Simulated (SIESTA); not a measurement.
Band structure of Mg6SiBi (Amm2, 8 atoms in the cell).

```
Mg6SiBi
1.0
    5.23039     0.00000     0.00000
    0.00000     3.12038     6.06639
    0.00000    -3.12038     6.06639
Mg Si Bi
6 1 1
Cartesian
  0.00000   1.59951   7.01809
  0.00000  -1.59951   7.01809
  0.00000   0.00000   3.94692
  2.61519   1.60581   4.93489
  2.61519  -1.60581   4.93489
  2.61519   0.00000   2.10407
  0.00000   0.00000  10.65768
  2.61519   0.00000   7.91664
```

Computed with GGA PBEsol, numerical atomic orbitals DZP, PseudoDojo PBEsol standard norm-conserving potentials (rewritten from UPF to PSML) (SIESTA).

Settings: XC.functional = GGA; XC.authors = PBEsol; potentials = PseudoDojo PBEsol standard; PAO.BasisSize = DZP; PAO.EnergyShift = 0.005 Ry; MeshCutoff = 300 Ry; kgrid.MonkhorstPack = 4 3 3; OccupationFunction = MP; OccupationMPOrder = 0; ElectronicTemperature = 50 meV; MaxSCFIterations = 150; SCF.Mixer.Method = Pulay; SCF.Mixer.Weight = 0.2; SCF.Mixer.History = 8.

The starting cell comes from a database of computed structures (which also holds hypothetical and non-ambient phases and stackings), without a prior relaxation at this level. Its lattice was rescaled by a random factor within 2.5 % of one. Spin-orbit coupling is off. Values carry the incompleteness of an atom-centred basis.

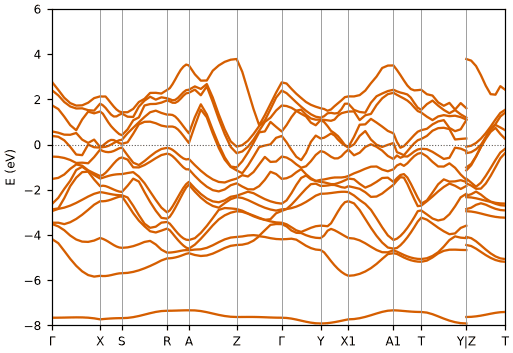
Figure: Bands along the path, energies from the Fermi level.

Levels in eV from the Fermi level, bands 36 to 41:
| point | 36 | 37 | 38 | 39 | 40 | 41 |
|---|---|---|---|---|---|---|
| Γ | -2.86 | -2.61 | -1.52 | -0.53 | 0.38 | 0.58 |
| X | -1.84 | -1.50 | -1.39 | -0.22 | -0.13 | -0.11 |
| S | -2.09 | -1.30 | -0.57 | -0.13 | 0.04 | 0.21 |
| R | -3.28 | -3.00 | -0.40 | -0.14 | 0.79 | 1.33 |
| A | -1.78 | -1.65 | -1.09 | -0.64 | 0.07 | 0.50 |
| Z | -2.32 | -2.26 | -1.71 | -1.50 | -1.14 | -1.01 |
| Y | -1.83 | -1.65 | -1.56 | -0.29 | 0.27 | 1.08 |
| X1 | -1.84 | -1.50 | -1.39 | -0.22 | -0.13 | -0.11 |
| A1 | -1.78 | -1.65 | -1.09 | -0.64 | 0.07 | 0.50 |
| T | -2.70 | -2.61 | -0.37 | -0.18 | 0.25 | 0.64 |

Bands cross the Fermi level along this path, so the cell is metallic at this level.

Higher empty bands are left out: an atom-centred basis made for the valence describes them poorly.
